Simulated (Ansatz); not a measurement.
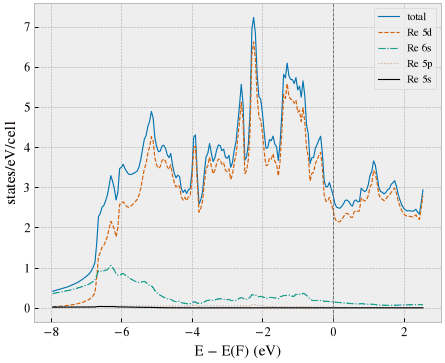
Fig. 1. Total and projected density of states of Re (dhcp (α-La type), P6_3/mmc), the program Ansatz at the PBE+D3(BJ) level (PAW)

**Question.** Which orbitals carry the states next to the Fermi level?

**Answer.** Within 0.5 eV of the Fermi level: Re 5d 88 %, outside the projected shells 6 %. Projections are on Löwdin-orthogonalised atomic valence shells; empty p or d shells of many metals are not among them.

**Question.** Where is the tallest occupied peak in this window, and what makes it?

**Answer.** Near -2.2 eV, about 7.2 states/eV per cell; the largest projected share is Re 5d.

The workflow started from a Materials Project entry (that database holds measured and hypothetical structures alike). Its sites differ from those of the usual phase in this space group: another stacking or structure type. The cell was relaxed with PBE+D3(BJ) under the symmetry of its start; its stability against distortions is not shown here. No spin polarisation was allowed. The pairwise dispersion correction was not fitted to metals. Scalar-relativistic: spin–orbit coupling is off unless named, which matters more the heavier the elements.

Potentials: the later of the program's two PAW sets.
